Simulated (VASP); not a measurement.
Band structure of GdN (rock salt). All values below come from r2SCAN meta-GGA, VASP's PBE PAW potentials (set 64) (plane waves; VASP).

The 4f electrons are frozen in the core of the lanthanide potential, so 4f levels, which can set the real gap, and their magnetism are missing.

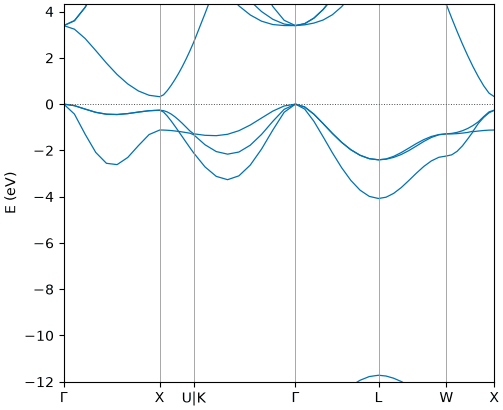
Figure: Bands along high-symmetry lines, zero at the valence-band maximum or, without a gap, the Fermi level

Question: Read the plot: is there a gap, and where are the band edges?

Answer: The gap is indirect, 0.32 eV, from the valence maximum at Γ to the conduction minimum at X.

The compound is GdN in the rock salt structure. It was relaxed first.
